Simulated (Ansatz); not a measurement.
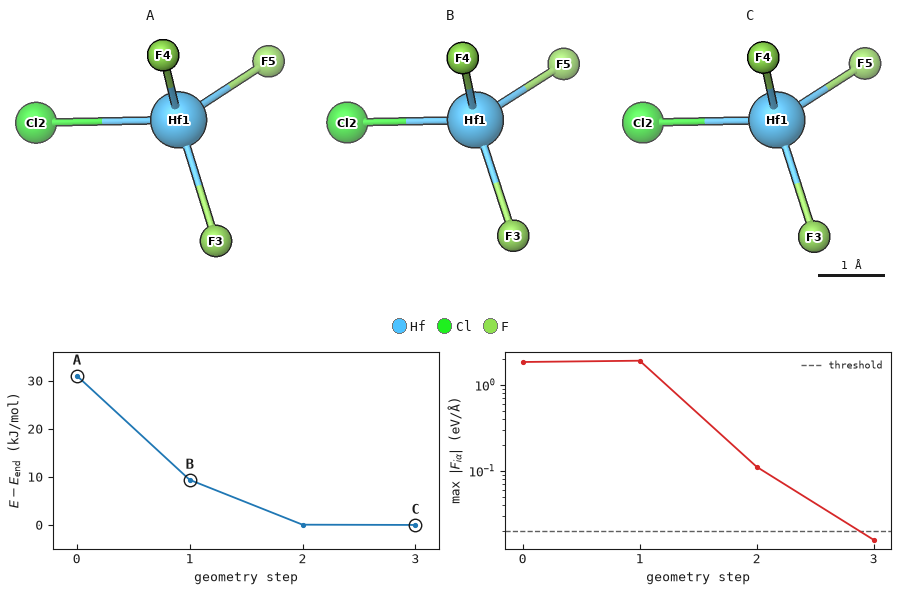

Frames of a relaxation of HfClF3, marked on the history of the run. The picture is a ball-and-stick view, seen at a tilt.

The run prepares the start of a later molecular dynamics calculation, from a guessed geometry.

Method: Ansatz, RKS revPBE/def2-SVP.

Input file:
```yaml
crystal:
  periodic: [false, false, false]
  atoms:
    - { symbol: Hf, position_ang: [0.0, 0.0, 0.0] }
    - { symbol: Cl, position_ang: [0.0, 0.0, 2.52] }
    - { symbol: F, position_ang: [1.8671, 0.0, -0.6593] }
    - { symbol: F, position_ang: [-0.9326, 1.6157, -0.6593] }
    - { symbol: F, position_ang: [-0.9326, -1.6157, -0.6593] }
basis:
  gaussian: { orbitals: def2-SVP }
hamiltonian:
  xc: revpbe
relax:
  f_tol: 0.02
  max_steps: 40
output:
  orbitals: {}
```

Launched with:
```bash
ansatz run input.yaml --threads 1 --pin off --max-ram 2048MiB --backend cpu --events-out ev --progress --plain --runs-dir out
```

What happens along the run?

Answer. The energy falls by 31.1 kJ/mol in 3 geometry steps. The largest force component goes from 1.8 to 0.016 eV/Å. Cl2 moves most after the best rigid fit: 0.12 Å. By element the largest moves are Cl 0.12 Å, F 0.07 Å, Hf 0.03 Å. Among the contacts that change: Hf1–Cl2 2.520 → 2.367 Å, Hf1–F3 1.980 → 1.917 Å. From step 0 to 1: Cl2 moves most (0.20 Å), energy −21.7 kJ/mol. From step 1 to 3: Cl2 moves most (0.08 Å), energy −9.39 kJ/mol.
